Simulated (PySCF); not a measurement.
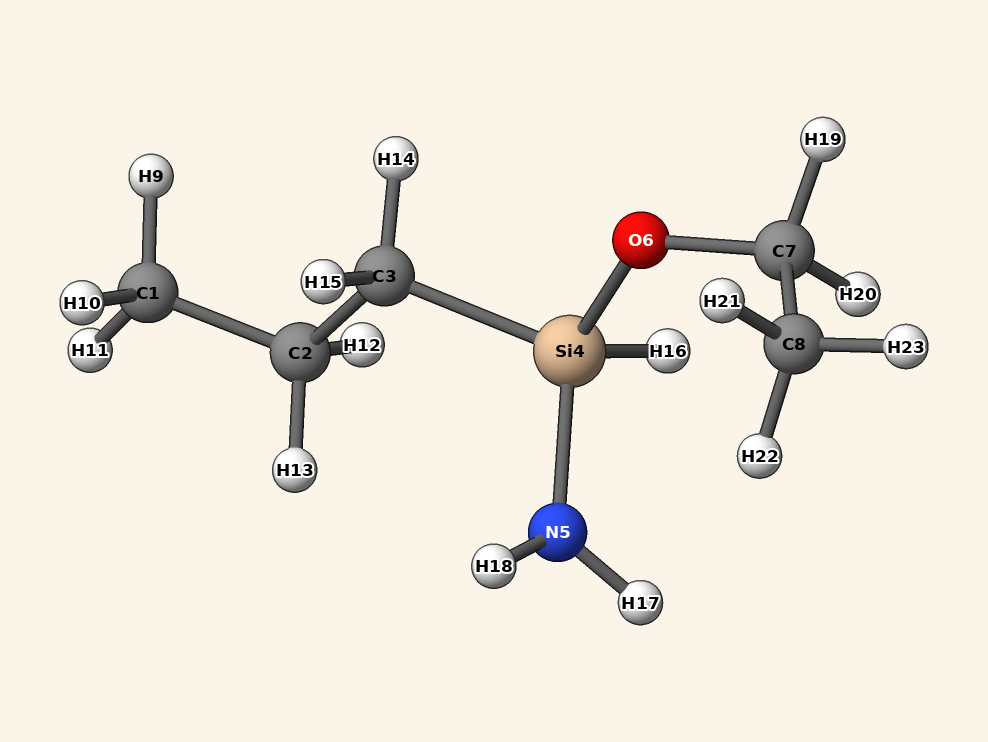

The questions are on ESP-fitted charges. Computed geometry: PBE0-D3(BJ)/def2-SVP optimisation. No frequency run is at hand to confirm it as a minimum. Level of theory: PBE0/pcSseg-1, gas phase (PySCF 2.14.0).

List the ESP-fitted charges.

```tsv
atom	value (e)
C1	−0.38
C2	0.39
C3	−0.49
Si4	0.94
N5	−1.14
O6	−0.60
C7	0.38
C8	−0.19
H9	0.09
H10	0.08
H11	0.08
H12	−0.06
H13	−0.06
H14	0.09
H15	0.14
H16	−0.17
H17	0.41
H18	0.42
H19	−0.01
H20	−0.04
H21	0.07
H22	0.03
H23	0.03
```
